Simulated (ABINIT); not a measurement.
# Quasiparticle gap of LiGeN (P6_3mc) in ABINIT

Aim: the G0W0 gap of LiGeN (P6_3mc) on PBE, step by step.

Program: ABINIT 10.8.3. Level of theory: PBE and many-body steps on it, plane waves. Results are calculated unless marked as measured.

### 1. The structure

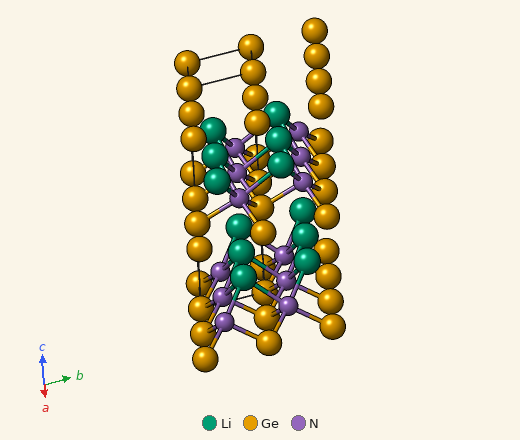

The starting structure, seen slightly off an axis (lithium teal, germanium orange, nitrogen purple). 3×2×1 cells are drawn. Bonds to atoms that aren't drawn are left out. Some periodic images of atoms are drawn too.

The cell and positions are those that the Materials Project relaxed with its own functionals (PBE, PBE+U or r2SCAN), kept fixed.

### 2. Ground state

This step: ABINIT 10.8.3; DFT, PBE, plane waves, norm-conserving pseudopotentials.

The ground-state density comes first.

The input, run.abi:

```
acell 3*1.0 Angstrom
rprim 
  3.012408535488 -0.000000000022 0.000000000000
  -1.506204267725 2.608822318321 0.000000000000
  0.000000000000 0.000000000000 9.419459000000
ntypat 3
znucl 3 32 7
natom 6
typat 1 1 2 2 3 3
xred 
  0.666666666667 0.333333333333 0.743392000000
  0.333333333333 0.666666666667 0.243392000000
  -0.000000000000 -0.000000000000 0.498023000000
  -0.000000000000 -0.000000000000 0.998023000000
  0.333333333333 0.666666666667 0.603223000000
  0.666666666667 0.333333333333 0.103223000000
pp_dirpath "pseudos"
pseudos "Li.upf, Ge.upf, N.upf"
ecut 56
ngkpt 6 6 2
nshiftk 1
shiftk 0 0 0
kptopt 1
chksymbreak 0
nband 37
occopt 1
tolvrs 1e-10
nstep 60
prtwf 0
optforces 0
optstress 0
indata_prefix "in"
outdata_prefix "out"
tmpdata_prefix "tmp"
```

On the command line:

```
OMP_NUM_THREADS=1 mpirun -n 4 abinit run.abi > log
```

Numbers of over 12 decimals in the logs are rounded to 6 here.

The log of the run:

```text
.Version 10.8.3 of ABINIT. v10.8.2 released Aug 2026.

 Symmetries : space group P6_3 m c (#186); Bravais hP (primitive hexag.)
================================================================================
 Values of the parameters that define the memory need of the present run
     intxc =       0    ionmov =       0      iscf =       7    lmnmax =       6
     lnmax =       6     mgfft =     120  mpssoang =       3    mqgrid =    5997
     natom =       6  nloc_mem =       1    nspden =       1   nspinor =       1
    nsppol =       1      nsym =      12    n1xccc =    2501    ntypat =       3
    occopt =       1   xclevel =       2
-    mband =          37        mffmem =           1         mkmem =           4
       mpw =       10027          nfft =      192000          nkpt =          14
================================================================================
  Rough estimation (10% accuracy) of disk space for files :
================================================================================

--------------------------------------------------------------------------------
------------- Echo of variables that govern the present computation ------------
--------------------------------------------------------------------------------
 -outvars: echo values of preprocessed input variables --------
            acell      1.8897261259E+00  1.8897261259E+00  1.8897261259E+00 Bohr

      chksymbreak           0
             ecut      5.60000000E+01 Hartree
-          fftalg         312

              ixc     -101130
              kpt      0.00000000E+00  0.00000000E+00  0.00000000E+00
                       1.66666667E-01  0.00000000E+00  0.00000000E+00
                       3.33333333E-01  0.00000000E+00  0.00000000E+00
                       5.00000000E-01  0.00000000E+00  0.00000000E+00
                       1.66666667E-01  1.66666667E-01  0.00000000E+00
                       3.33333333E-01  1.66666667E-01  0.00000000E+00
                       3.33333333E-01  3.33333333E-01  0.00000000E+00
                       0.00000000E+00  0.00000000E+00  5.00000000E-01
                       1.66666667E-01  0.00000000E+00  5.00000000E-01
                       3.33333333E-01  0.00000000E+00  5.00000000E-01
                       5.00000000E-01  0.00000000E+00  5.00000000E-01
[...]
kptrlatt        6    0    0      0    6    0      0    0    2
          kptrlen      3.41557627E+01
P           mkmem           4
            natom           6
            nband          37
            ngfft          40      40     120
             nkpt          14
            nstep          60
             nsym          12
           ntypat           3
              occ      2.000000  2.000000  2.000000  2.000000  2.000000  2.000000
                       2.000000  2.000000  2.000000  2.000000  2.000000  2.000000
                       2.000000  2.000000  2.000000  2.000000  2.000000  2.000000
                       2.000000  2.000000  2.000000  2.000000  2.000000  2.000000
                       2.000000  2.000000  2.000000  2.000000  2.000000  2.000000
                       0.000000  0.000000  0.000000  0.000000  0.000000  0.000000
                       0.000000
        optforces           0
        optstress           0
            prtwf           0
            rprim      3.0124085355E+00 -2.2000000000E-11  0.0000000000E+00
[...]
spgroup         186

           tolvrs      1.00000000E-10

             xred      6.6666666667E-01  3.3333333333E-01  7.4339200000E-01
[...]
znucl        3.00000   32.00000    7.00000

================================================================================

 chkinp: Checking input parameters for consistency.

================================================================================
== DATASET  1 ==================================================================
-   mpi_nproc: 4, omp_nthreads: 1 (-1 if OMP is not activated)

--- !DatasetInfo
iteration_state: {dtset: 1, }
dimensions: {natom: 6, nkpt: 14, mband: 37, nsppol: 1, nspinor: 1, nspden: 1, mpw: 10027, }
cutoff_energies: {ecut:  56.0, pawecutdg:  -1.0, }
electrons: {nelect:   6.00000000E+01, charge:   0.00000000E+00, occopt:   1.00000000E+00, tsmear:   1.00000000E-02, }

 Real(R)+Recip(G) space primitive vectors, cartesian coordinates (Bohr,Bohr^-1):
 R(1)=  5.6926271  0.0000000  0.0000000  G(1)=  0.1756658  0.1014207  0.0000000
 R(2)= -2.8463136  4.9299597  0.0000000  G(2)=  0.0000000  0.2028414  0.0000000
 R(3)=  0.0000000  0.0000000 17.8001978  G(3)=  0.0000000  0.0000000  0.0561792
 Unit cell volume ucvol=  4.9955227E+02 bohr^3
 Angles (23,13,12)=  9.00000000E+01  9.00000000E+01  1.20000000E+02 degrees

 getcut: wavevector=  0.0000  0.0000  0.0000  ngfft=  40  40 120
         ecut(hartree)=     56.000   => boxcut(ratio)=   2.00123

--- Pseudopotential description ------------------------------------------------
- Li Generated using ONCVPSP code by D. R. Hamann
-  3.00000   3.00000  171031                  znucl, zion, pspdat
12 -101130 1 -1 1944                          pspcod,pspxc,lmax,lloc,mmax
     nproj     2     2     0
  pspatm : epsatm=    1.81793346
         --- l  ekb(1:nproj) -->
[...]
pspatm: atomic psp has been read  and splines computed

- Ge Generated using ONCVPSP code by D. R. Hamann
- 32.00000  22.00000  171031                  znucl, zion, pspdat
12 -101130 2 -1 1560                          pspcod,pspxc,lmax,lloc,mmax
     nproj     2     2     2
  pspatm : epsatm=   22.66992952
         --- l  ekb(1:nproj) -->
[...]
pspatm: atomic psp has been read  and splines computed

- N Generated using ONCVPSP code by D. R. Hamann
-  7.00000   5.00000  171031                  znucl, zion, pspdat
12 -101130 1 -1 1058                          pspcod,pspxc,lmax,lloc,mmax
     nproj     2     2     0
  pspatm : epsatm=    5.20977870
         --- l  ekb(1:nproj) -->
[...]
pspatm: atomic psp has been read  and splines computed

   3.56371700E+03                                ecore*ucvol(ha*bohr**3)
--------------------------------------------------------------------------------

_setup2: Arith. and geom. avg. npw (full set) are    9998.736    9998.707

================================================================================

--- !BeginCycle
iteration_state: {dtset: 1, }
solver: {iscf: 7, nstep: 60, nline: 4, wfoptalg: 0, }
tolerances: {tolvrs: 1.00E-10, }

     iter   Etot(hartree)      deltaE(h)  residm     vres2
 ETOT  1  -590.78579835945    -5.908E+02 1.075E+00 6.547E+03
 ETOT  2  -593.67847452729    -2.893E+00 1.693E-02 9.845E+03
 ETOT  3  -594.69990292625    -1.021E+00 1.591E-02 3.349E+02
 ETOT  4  -594.71102235735    -1.112E-02 8.040E-03 1.855E+02
 ETOT  5  -594.71484656879    -3.824E-03 3.292E-03 9.132E+01
 ETOT  6  -594.71965096012    -4.804E-03 3.171E-03 7.420E+00
 ETOT  7  -594.72016755343    -5.166E-04 2.331E-03 1.856E+00
 ETOT  8  -594.72029831669    -1.308E-04 8.717E-04 3.525E-03
 ETOT  9  -594.72029832581    -9.122E-09 3.972E-04 4.927E-03
 ETOT 10  -594.72029861290    -2.871E-07 3.040E-04 7.229E-06
 ETOT 11  -594.72029861350    -5.954E-10 2.021E-04 1.052E-07
 ETOT 12  -594.72029861349     4.775E-12 1.503E-04 3.579E-09
 ETOT 13  -594.72029861356    -6.730E-11 8.834E-05 1.471E-10
 ETOT 14  -594.72029861351     5.116E-11 6.496E-05 4.354E-12

 At SCF step   14       vres2   =  4.35E-12 < tolvrs=  1.00E-10 =>converged.

--- !ResultsGS
iteration_state: {dtset: 1, }
comment   : Summary of ground state results
lattice_vectors:
- [  5.6926271,  -0.0000000,   0.0000000, ]
- [ -2.8463136,   4.9299597,   0.0000000, ]
- [  0.0000000,   0.0000000,  17.8001978, ]
lattice_lengths: [   5.69263,    5.69263,   17.80020, ]
lattice_angles: [ 90.000,  90.000, 120.000, ] # degrees, (23, 13, 12)
lattice_volume:   4.9955227E+02
convergence: {deltae:  5.116E-11, res2:  4.354E-12, residm:  6.496E-05, diffor:  0.000E+00, }
etotal    :  -5.94720299E+02
entropy   :   0.00000000E+00
fermie    :   1.98124078E-01
cartesian_stress_tensor: null
pressure_GPa: null
xred      :
- [  6.6667E-01,   3.3333E-01,   7.4339E-01, Li]
- [  3.3333E-01,   6.6667E-01,   2.4339E-01, Li]
- [  0.0000E+00,   0.0000E+00,   4.9802E-01, Ge]
- [  0.0000E+00,   0.0000E+00,   9.9802E-01, Ge]
- [  3.3333E-01,   6.6667E-01,   6.0322E-01,  N]
- [  6.6667E-01,   3.3333E-01,   1.0322E-01,  N]
cartesian_forces: null
force_length_stats: {min: null, max: null, mean: null, }

 Integrated electronic density in atomic spheres:
 ------------------------------------------------
 Atom  Sphere_radius  Integrated_density
[...]
================================================================================

 ----iterations are completed or convergence reached----

 Mean square residual over all n,k,spin=   21.716E-08; max=  64.957E-06
 reduced coordinates (array xred) for    6 atoms
[...]
0.333333333333      0.666666666667      0.243392000000
       0.000000000000      0.000000000000      0.498023000000
       0.000000000000      0.000000000000      0.998023000000
       0.333333333333      0.666666666667      0.603223000000
       0.666666666667      0.333333333333      0.103223000000
 rms dE/dt=  0.0000E+00; max dE/dt=  0.0000E+00; dE/dt below (all hartree)
    1       0.000000000000      0.000000000000      0.000000000000
    2       0.000000000000      0.000000000000      0.000000000000
    3       0.000000000000      0.000000000000      0.000000000000
    4       0.000000000000      0.000000000000      0.000000000000
    5       0.000000000000      0.000000000000      0.000000000000
    6       0.000000000000      0.000000000000      0.000000000000

 cartesian coordinates (angstrom) at end:
    1      1.506204     0.869607     7.002350
    2      1.267e-11     1.739215     2.292621
    3      0.000000     0.000000     4.691107
    4      0.000000     0.000000     9.400837
    5      1.267e-11     1.739215     5.682034
    6      1.506204     0.869607     0.972305
 length scales=  1.889726125908  1.889726125908  1.889726125908 bohr
              =  1.000000000000  1.000000000000  1.000000000000 angstroms
 prteigrs : about to open file out_EIG
 Fermi (or HOMO) energy (hartree) =   0.19812   Average Vxc (hartree)=  -0.38287
 Eigenvalues (hartree) for nkpt=  14  k points:
 kpt#   1, nband= 37, wtk=  0.01389, kpt=  0.0000  0.0000  0.0000 (reduced coord)
  -5.79504   -5.79504   -3.85332   -3.85332   -3.85332   -3.85332   -3.84980   -3.84980
  -1.46198   -1.46197   -0.68623   -0.68623   -0.68622   -0.68622   -0.68195   -0.68194
  -0.68070   -0.68070   -0.68069   -0.68069   -0.40645   -0.40519   -0.08273   -0.05732
   0.11104    0.15779    0.15779    0.15782    0.15782    0.18782    0.29322    0.32833
   0.46334    0.47787    0.50185    0.50191    0.50714
 prteigrs : prtvol=0 or 1, do not print more k-points.

--- !EnergyTerms
iteration_state     : {dtset: 1, }
comment             : Components of total free energy in Hartree
kinetic             :  2.93505980314650E+02
hartree             :  2.75942634511061E+02
xc                  : -6.47778560154831E+01
Ewald energy        : -2.45298284382412E+02
psp_core            :  7.13382212070344E+00
local_psp           : -7.06666158276591E+02
non_local_psp       : -1.54560436885436E+02
total_energy        : -5.94720298613506E+02
total_energy_eV     : -1.61831637538973E+04
band_energy         : -8.93439323970471E+01

== END DATASET(S) ==============================================================
================================================================================

 -outvars: echo values of variables after computation  --------
           etotal     -5.9472029861E+02
            nband          37
             nkpt          14
          spgroup         186
 [... the other variables as echoed above ...]

 Calculation completed.
```

Wall time 72 s (4 MPI ranks of Arm Neoverse V1, shared host); peak memory 0.59 GiB.

Numbers from this step:

```yaml
total_energy: -16183.1638 eV
gap: 1.464 eV
k_of_the_valence_top: 0.1667, 0.1667, 0
k_of_the_conduction_bottom: 0.5, 0, 0
least_direct_gap: 2.454 eV
```

The gap is indirect, with the least direct gap 0.99 eV higher.

(Continued in part 2 of 3.)

[Paths, hosts, dates, memory and timing lines, banners, echoed tables and standing remarks are left out of the program output.]

[Logs are printed without paths, hosts, clocks, repeated set-up lines and the standing remarks that a program may print on its own settings, such as how far it seeks lower states.]

[Runs of the session that timed out or met a known fault of the program may be left out.]

[Hosts, paths, dates, database ids (printed as entryN), source tags and the programs' standing remarks are cut or masked in the printed files.]

[G0W0 gaps are taken among the corrected bands and points alone; a level outside them can change the order at an edge.]

[Where Ansatz stands beside ABINIT at settings called matched, ABINIT's density can come from a denser mesh and the files from another edition; pairs whose starting gaps differed by over 0.03 eV were left out, so agreement reads better than it is.]
